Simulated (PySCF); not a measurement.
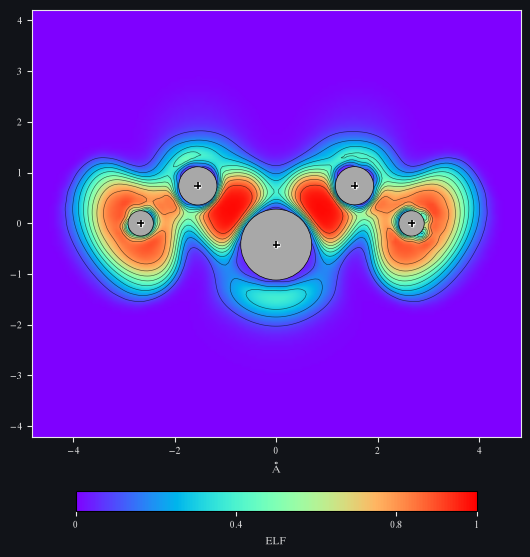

The electron localisation function on a plane through atoms (crosses mark nuclei in the plane; grey discs cover the cores).

Level of theory: PySCF 2.14.0, PBE0/pcSseg-1, SCF density, gas phase, non-relativistic.

Candidates:
A. C4H6F6Si (SMILES C[Si](C)(C(F)(F)F)C(F)(F)F)
B. C7H17AlO (SMILES C[O][AlH][C@H](C)C(C)(C)C)

**Which candidate gave the map?**

Candidate A: C4H6F6Si on the plane of atoms C2, Si1 and C6, which holds Si, C and F. C–F (1.35 Å): the ELF peaks at about 0.85 between the atoms; a polar covalent bond. C–Si (1.93 Å): the ELF peaks at about 1 between the atoms, as expected for a covalent bond.
